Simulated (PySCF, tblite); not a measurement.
**C2H11B2N3: geometry, infrared bands and NMR shifts**

What infrared bands and NMR shifts should C2H11B2N3 (`BN(C)B(N)NC`) show?

The runs use tblite 0.8.0 and PySCF 2.14.0, with density-fitted response routines of our own; the level of theory stands in each step. All values are computed, except where a source is named. Atoms are numbered from 0 throughout.

## 1. The molecule as given

18 atoms, charge 0, multiplicity 1; geometry from: force field or distance geometry start.

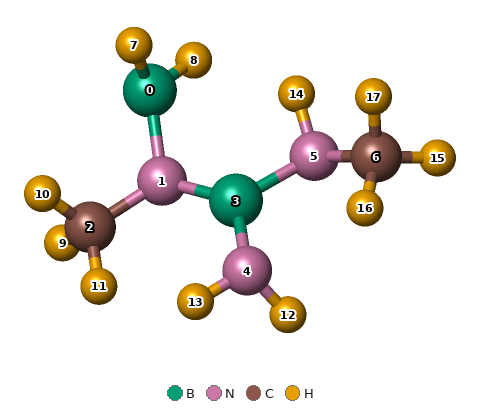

As it starts; boron teal, nitrogen pink, carbon brown, hydrogen amber, atoms numbered; sticks join atoms by distance.

## 2. Geometry optimisation with GFN2-xTB

Job settings and geometry (Å):

```
{"job": {"kind": "relax", "xc": "GFN2-xTB", "basis": "xTB"}, "charge": 0, "multiplicity": 1}
B     -1.194500     1.789100     0.122400
N     -1.178500     0.451400    -0.565000
C     -2.348200    -0.332300    -0.435200
B      0.125700    -0.271100    -0.461600
N      0.360900    -1.758400    -0.403600
N      1.354000     0.580900    -0.758400
C      2.572900    -0.013200    -0.265000
H     -1.092900     1.851500     1.313500
H     -0.641600     2.675600    -0.446800
H     -3.071400     0.037500    -1.221100
H     -2.859300    -0.227100     0.534000
H     -2.236400    -1.416800    -0.609700
H      0.789100    -2.124500    -1.275200
H     -0.450800    -2.346600    -0.217200
H      1.199000     1.490100    -0.229800
H      3.402700     0.253800    -0.929400
H      2.436200    -1.098000    -0.144100
H      2.824200     0.464300     0.715800
```

Launch:

```sh
$ OMP_NUM_THREADS=1 python probes_run.py task.json out
```

This one command runs all jobs of the session in turn.

Log:

```text
step      E/eV     max force
  0    -575.20871    3.328
  1    -575.66294    1.865
  2    -575.98406    1.375
  3    -576.14613    0.806
  4    -576.23013    0.521
  5    -576.27526    0.454
  6    -576.33903    0.630
  7    -576.38323    0.719
  8    -576.43145    0.671
  9    -576.48712    0.537
 10    -576.55768    0.779
 11    -576.62886    0.774
 12    -576.69515    0.757
 13    -576.75508    0.709
 14    -576.80648    0.796
 15    -576.83646    1.375
 16    -576.91452    0.684
 17    -576.97496    0.509
 18    -577.04205    0.765
 19    -577.09112    0.644
 20    -577.13739    0.510
 21    -577.17701    0.476
 22    -577.20368    0.363
 23    -577.23414    0.406
 24    -577.24753    0.297
 25    -577.25724    0.247
 26    -577.26463    0.247
 27    -577.27275    0.225
 28    -577.27988    0.205
 29    -577.28698    0.180
 30    -577.29399    0.217
 31    -577.30011    0.173
 32    -577.30395    0.145
 33    -577.30631    0.105
 34    -577.30841    0.115
 35    -577.31076    0.113
 36    -577.31289    0.092
 37    -577.31447    0.093
 38    -577.31597    0.100
 39    -577.31778    0.104
 40    -577.31997    0.125
 41    -577.32240    0.133
 42    -577.32488    0.110
 43    -577.32737    0.115
 44    -577.32978    0.131
 45    -577.33192    0.111
 46    -577.33357    0.080
 47    -577.33490    0.117
 48    -577.33633    0.097
 49    -577.33836    0.115
 50    -577.34152    0.132
 51    -577.34428    0.106
 52    -577.34683    0.118
 53    -577.34924    0.113
 54    -577.35137    0.127
 55    -577.35317    0.106
 56    -577.35459    0.091
 57    -577.35576    0.114
 58    -577.35700    0.108
 59    -577.35871    0.082
 60    -577.36010    0.095
 61    -577.36171    0.115
 62    -577.36389    0.134
 63    -577.36683    0.134
 64    -577.37052    0.123
 65    -577.37438    0.126
 66    -577.37783    0.113
 67    -577.38090    0.155
 68    -577.38243    0.249
 69    -577.38563    0.241
 70    -577.38728    0.231
 71    -577.39093    0.131
 72    -577.39512    0.206
 73    -577.39795    0.231
 74    -577.40369    0.193
 75    -577.40749    0.198
 76    -577.41095    0.137
 77    -577.41261    0.213
 78    -577.41561    0.211
 79    -577.41750    0.149
 80    -577.42027    0.124
 81    -577.42273    0.162
 82    -577.42651    0.213
 83    -577.42948    0.178
 84    -577.43241    0.177
 85    -577.43523    0.152
 86    -577.43779    0.206
 87    -577.44086    0.183
 88    -577.44481    0.139
 89    -577.44782    0.159
 90    -577.45174    0.188
 91    -577.45493    0.174
 92    -577.45745    0.116
 93    -577.45959    0.124
 94    -577.46240    0.158
 95    -577.46470    0.099
 96    -577.46564    0.061
 97    -577.46609    0.060
 98    -577.46662    0.082
 99    -577.46742    0.078
100    -577.46797    0.054
101    -577.46835    0.049
102    -577.46863    0.037
103    -577.46893    0.048
104    -577.46918    0.035
105    -577.46934    0.034
106    -577.46945    0.033
107    -577.46954    0.027
108    -577.46960    0.020
109    -577.46964    0.010
110    -577.46967    0.015
111    -577.46969    0.014
112    -577.46972    0.013
113    -577.46973    0.011
114    -577.46974    0.009
```

Run time: 0.52 s. Hardware: 1 thread of Arm Neoverse V2, shared host.

Step by step: (not every step is listed)

```csv
step,energy from step 0 (eV),largest force (eV/Å)
0,0.0000,3.3279
1,-0.4542,1.8653
2,-0.7754,1.3754
3,-0.9374,0.8061
4,-1.0214,0.5208
5,-1.0666,0.4545
6,-1.1303,0.6297
7,-1.1745,0.7191
8,-1.2227,0.6713
18,-1.8333,0.7651
28,-2.0712,0.2054
38,-2.1073,0.1002
48,-2.1276,0.0968
58,-2.1483,0.1077
68,-2.1737,0.2495
78,-2.2069,0.2106
88,-2.2361,0.1391
98,-2.2579,0.0819
108,-2.2609,0.0202
109,-2.2609,0.0104
110,-2.2610,0.0153
111,-2.2610,0.0143
112,-2.2610,0.0125
113,-2.2610,0.0108
114,-2.2610,0.0085
```

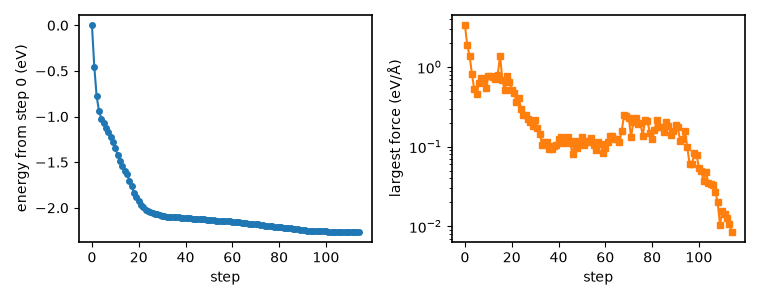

Energy and force, step by step.

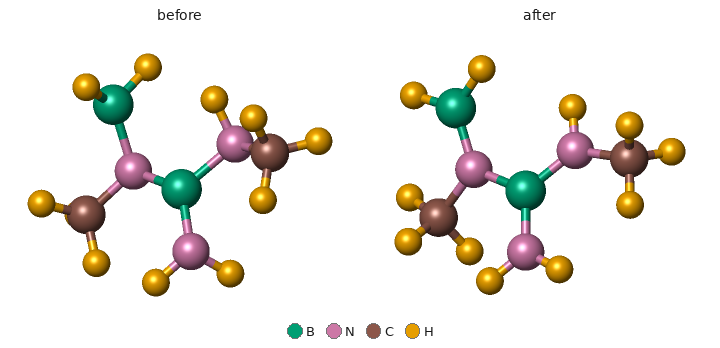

The geometry before (left) and after (right).

Distances of close pairs at the start and the end, largest changes first:

```csv
bond,before (Å),after (Å),change (Å)
B3–N5,1.524,1.406,-0.118
B0–N1,1.504,1.387,-0.117
B3–N4,1.507,1.410,-0.097
N5–H14,1.063,1.007,-0.056
N1–C2,1.414,1.456,+0.042
C2–H9,1.130,1.089,-0.041
N4–H12,1.038,1.003,-0.035
C6–H17,1.119,1.096,-0.023
```

The next job starts from the end point, and lists it.

## 3. Vibrational analysis with GFN2-xTB

Job settings and geometry (Å):

```
{"job": {"kind": "ir", "xc": "GFN2-xTB", "basis": "xTB"}, "charge": 0, "multiplicity": 1}
B     -1.242984     1.763767     0.261794
N     -1.119506     0.457314    -0.187948
C     -2.312451    -0.293143    -0.554688
B      0.153668    -0.283728    -0.269423
N      0.139486    -1.692708    -0.218394
N      1.348454     0.433836    -0.455447
C      2.712625    -0.028951    -0.495801
H     -2.302881     2.271809     0.292273
H     -0.301249     2.360651     0.627050
H     -3.148861     0.385615    -0.713189
H     -2.593442    -0.995164     0.237355
H     -2.141392    -0.860572    -1.471762
H      0.968749    -2.254303    -0.266429
H     -0.686112    -2.229242    -0.031954
H      1.277287     1.436764    -0.506976
H      3.200737     0.269157    -1.430248
H      2.742892    -1.114119    -0.429981
H      3.296221     0.379336     0.337352
```

Log:

```text
mode    cm-1     km/mol
  1      26.9      0.50
  2      55.7      1.01
  3     110.3      0.46
  4     181.1      2.05
  5     198.9      1.05
  6     263.9      3.20
  7     296.5     12.08
  8     341.3    140.16
  9     374.9     20.42
 10     407.1      2.77
 11     432.7      8.78
 12     460.0      4.06
 13     483.4      0.78
 14     543.9      3.53
 15     594.7    166.07
 16     717.5      4.21
 17     831.1     15.62
 18     857.8    148.08
 19     904.0      9.19
 20    1013.0      2.40
 21    1073.7     26.82
 22    1093.4     36.09
 23    1106.2      2.34
 24    1112.6      1.29
 25    1169.8     31.31
 26    1199.0     76.86
 27    1245.5    166.71
 28    1339.6     69.62
 29    1402.2    127.45
 30    1414.0    117.49
 31    1431.3    141.72
 32    1464.7    244.55
 33    1485.2      3.53
 34    1489.9      3.80
 35    1500.6     35.11
 36    1506.6     34.66
 37    1543.9    161.60
 38    2578.6    214.28
 39    2601.7    206.99
 40    2902.0     63.62
 41    2922.3     62.36
 42    2933.2     88.68
 43    2970.5     43.79
 44    3012.3     39.20
 45    3031.0     33.84
 46    3482.9      0.60
 47    3537.0      1.25
 48    3575.3      0.72
```

Wall time 0.39 s (1 thread of Arm Neoverse V2, shared host).

The strongest bands and the atoms that carry them (share of the mass-weighted mode):

| cm⁻¹ | km/mol | atoms |
| --- | --- | --- |
| 595 | 166.1 | H14 66 %, B3 14 %, N5 10 % |
| 858 | 148.1 | H7 36 %, H8 35 %, B0 26 % |
| 1246 | 166.7 | B3 29 %, N1 18 %, H14 15 % |
| 1431 | 141.7 | N1 29 %, B0 23 %, H11 14 %, H10 12 % |
| 1465 | 244.6 | N5 28 %, B3 25 %, H15 12 %, H17 11 % |
| 1544 | 161.6 | H12 36 %, H13 35 %, N4 14 % |
| 2579 | 214.3 | H7 89 % |
| 2602 | 207.0 | H8 88 % |

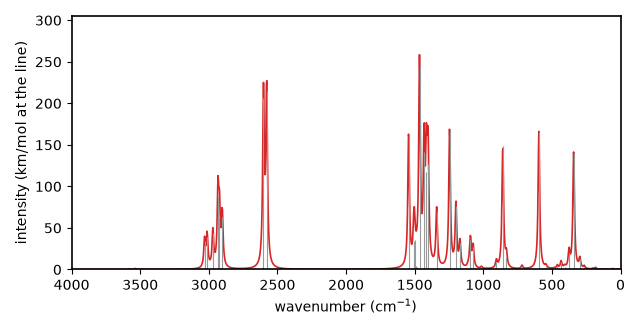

The infrared spectrum from these modes, unscaled. Lines are broadened to a width of 14 cm⁻¹ (Lorentzian).

## 4. Shielding tensors: PBE0/pcSseg-1

Same as in step 3 but for these lines:

```diff
@@ -1,2 +1,2 @@
-{"job": {"kind": "ir", "xc": "GFN2-xTB", "basis": "xTB"}, "charge": 0, "multiplicity": 1}
+{"job": {"kind": "nmr", "xc": "PBE0", "basis": "pcSseg-1"}, "charge": 0, "multiplicity": 1}
 B     -1.242984     1.763767     0.261794
```

With the program's defaults for keys left out, this is: GIAO PBE0/pcSseg-1 NMR shielding, non-relativistic, gas phase.

Log:

```text
coarse grid: 14352 points
cycle   1  E = -296.4286636003  dE =  7.082e-01  |g| = 5.192e-01  |ddm| = 3.479e+00
cycle   2  E = -296.4129717045  dE =  1.569e-02  |g| = 6.080e-01  |ddm| = 9.053e-01
cycle   3  E = -296.4934752637  dE = -8.050e-02  |g| = 7.539e-02  |ddm| = 5.021e-01
cycle   4  E = -296.4946301670  dE = -1.155e-03  |g| = 2.903e-02  |ddm| = 6.689e-02
cycle   5  E = -296.4947892855  dE = -1.591e-04  |g| = 1.118e-02  |ddm| = 2.185e-02
cycle   6  E = -296.4948156126  dE = -2.633e-05  |g| = 1.636e-03  |ddm| = 8.702e-03
cycle   7  E = -296.4948162398  dE = -6.271e-07  |g| = 3.711e-04  |ddm| = 1.612e-03
final grid: 136904 points
cycle   8  E = -296.5253362641  dE = -4.554e-05  |g| = 9.858e-03  |ddm| = 2.900e-02
cycle   9  E = -296.5253268130  dE =  9.451e-06  |g| = 1.200e-02  |ddm| = 1.587e-02
cycle  10  E = -296.5253587439  dE = -3.193e-05  |g| = 1.236e-03  |ddm| = 8.576e-03
cycle  11  E = -296.5253590878  dE = -3.439e-07  |g| = 2.916e-04  |ddm| = 9.185e-04
cycle  12  E = -296.5253591032  dE = -1.535e-08  |g| = 1.086e-04  |ddm| = 2.481e-04
cycle  13  E = -296.5253591058  dE = -2.661e-09  |g| = 2.274e-05  |ddm| = 9.798e-05
cycle  14  E = -296.5253591059  dE = -1.004e-10  |g| = 6.816e-06  |ddm| = 1.948e-05
converged SCF energy = -296.5253591059

GIAO shielding tensors (ppm)
atom      isotropic    diamagn.    paramagn.     s11        s22        s33       span
  0 B       60.646     198.556    -137.909     26.388     42.702    112.849     86.461
  1 N      111.139     325.260    -214.121    -38.747    128.998    243.166    281.913
  2 C      143.375     244.606    -101.231    115.842    131.542    182.739     66.897
  3 B       78.121     197.410    -119.289     52.767     78.746    102.849     50.082
  4 N      217.174     319.041    -101.867    184.330    225.256    241.935     57.606
  5 N      204.428     324.353    -119.925    167.191    210.042    236.050     68.859
  6 C      155.845     241.808     -85.964    132.121    150.465    184.949     52.828
  7 H       26.754      32.076      -5.322     24.823     26.567     28.872      4.049
  8 H       26.793      33.998      -7.206     24.211     25.946     30.221      6.010
  9 H       28.339      28.981      -0.643     24.483     27.285     33.248      8.765
 10 H       28.499      29.963      -1.463     24.639     26.688     34.171      9.532
 11 H       28.641      29.659      -1.019     24.514     27.706     33.702      9.189
 12 H       29.669      33.045      -3.375     22.438     28.620     37.950     15.512
 13 H       29.573      33.389      -3.817     22.497     28.409     37.812     15.315
 14 H       29.516      36.094      -6.577     20.021     30.949     37.579     17.559
 15 H       28.740      27.154       1.586     23.599     26.609     36.013     12.415
 16 H       29.174      30.034      -0.860     24.516     29.423     33.584      9.068
 17 H       28.732      27.882       0.850     23.381     26.649     36.167     12.787
```

Wall time 19 s (1 thread of Arm Neoverse V2, shared host); peak memory 0.73 GiB.

The references, computed at this level on geometries of the same kind, shield at (ppm): 1H TMS 31.72, 13C TMS 186.9, 15N NH3 267.7, 11B BF3·OEt2 100.1. Their shielding less the atom's gives the shift. The references are single molecules in the gas phase, so shifts against H2O, NH3, PH3, H3PO4 or CFCl3 are not on the usual liquid scales and can be off by tens of ppm. Atoms listed in one row are averaged.

```
        atoms                              environment  σ (ppm)  δ (ppm)  δ scaled to CDCl3
           C2                methyl carbon bonded to N    143.4     43.6               40.6
           C6                methyl carbon bonded to N    155.8     31.1               28.4
       H7, H8          hydrogen on a boron bonded to N    26.77     4.94                  –
 H9, H10, H11  hydrogen on a methyl carbon bonded to N    28.49     3.22               3.14
H15, H16, H17  hydrogen on a methyl carbon bonded to N    28.88     2.83               2.78
          H14    hydrogen on a nitrogen bonded to C, B    29.52     2.20                  –
     H12, H13       hydrogen on a nitrogen bonded to B    29.62     2.10                  –
           B0                   boron bonded to N, 2 H     60.6     39.4                  –
           B3                      boron bonded to 3 N     78.1     21.9                  –
           N1                nitrogen bonded to C, 2 B    111.1    156.6                  –
           N5               nitrogen bonded to C, B, H    204.4     63.3                  –
           N4                nitrogen bonded to B, 2 H    217.2     50.6                  –
```

The scaled column applies a straight-line fit of computed shieldings to shifts measured in CDCl3 (root-mean-square error 0.16 ppm for H, 1.9 ppm for C).

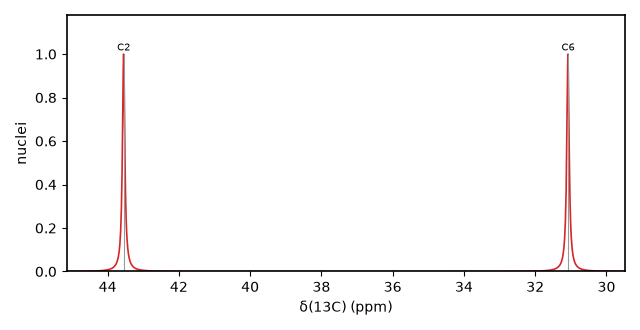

13C lines at the computed shifts, without couplings. Lines are broadened to a width of 0.08 ppm (Lorentzian).

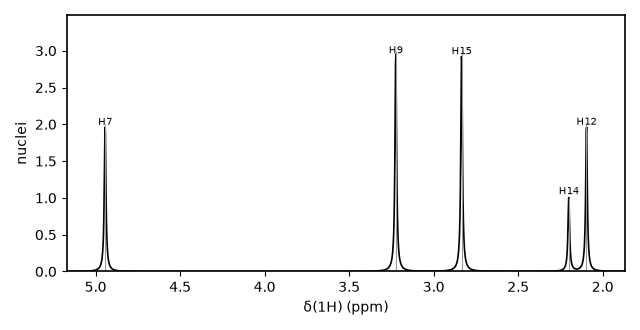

1H lines at the computed shifts, without couplings. Lines are broadened to a width of 0.01 ppm (Lorentzian).

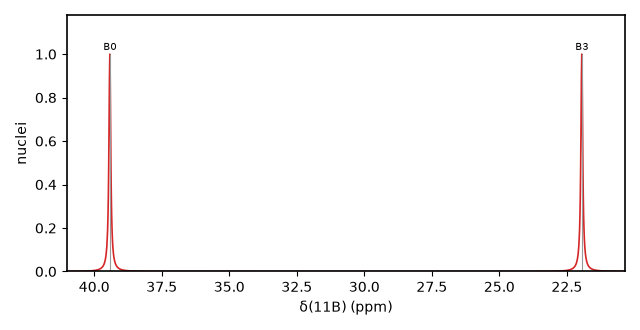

11B lines at the computed shifts, without couplings. Lines are broadened to a width of 0.08 ppm (Lorentzian).

Charges from the same density, by scheme (e):

| atoms | Mulliken | IAO | Hirshfeld | ESP fit |
| --- | --- | --- | --- | --- |
| B0 | 0.12 | -0.03 | 0.09 | 0.06 |
| N1 | -0.65 | -0.29 | -0.16 | -0.01 |
| C2 | -0.09 | -0.29 | -0.06 | -0.42 |
| B3 | 0.62 | 0.34 | 0.19 | 0.35 |
| N4 | -0.50 | -0.60 | -0.27 | -0.89 |
| N5 | -0.56 | -0.43 | -0.20 | -0.47 |
| C6 | -0.09 | -0.29 | -0.06 | -0.02 |

IAO charges:

B0 -0.03; N1 -0.29; C2 -0.29; B3 0.34; N4 -0.60; N5 -0.43; C6 -0.29; H7 -0.01; H8 -0.01; H9 0.15; H10 0.13; H11 0.14; H12 0.26; H13 0.26; H14 0.26; H15 0.14; H16 0.13; H17 0.13

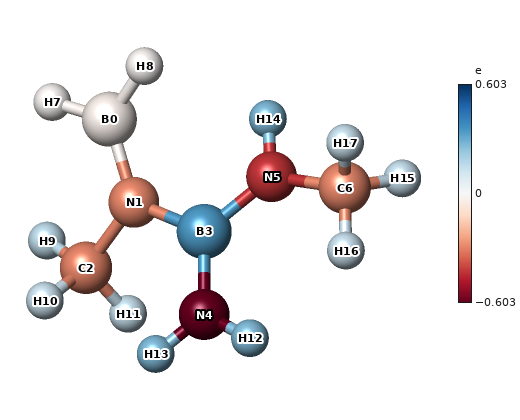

IAO charges, as colours on the atoms.

Mayer bond orders: B0–N1 1.36, N1–C2 0.96, N1–B3 0.90, B3–N4 1.20, B3–N5 1.18, N5–C6 0.99.

## 5. Summary of results

```
                                                              quantity                             value
                             strongest single infrared mode (GFN2-xTB)             1465 cm⁻¹, 245 km/mol
                                          zero-point energy (GFN2-xTB)                     93.2 kcal/mol
                                13C shifts against TMS (PBE0/pcSseg-1)                    43.6, 31.1 ppm
1H shifts against TMS (PBE0/pcSseg-1, means over atoms taken as alike)  4.94, 3.22, 2.83, 2.20, 2.10 ppm
                           11B shifts against BF3·OEt2 (PBE0/pcSseg-1)                    39.4, 21.9 ppm
                                15N shifts against NH3 (PBE0/pcSseg-1)             156.6, 63.3, 50.6 ppm
```

**Reading.** The optimisation took 114 steps and gained 2.261 eV; among the close pairs (by a distance rule), B3–N5 changed most, from 1.524 to 1.406 Å. All 48 modes are real, so the xTB geometry is a minimum. The strongest single mode, at 1465 cm⁻¹, is carried by N5, B3, H15, H17. Unscaled tight-binding wavenumbers are off by several per cent, some by more. Its intensities can rank the bands wrongly. At PBE0/pcSseg-1: The largest span, 282 ppm, is at N1, where the paramagnetic term is -214 ppm.
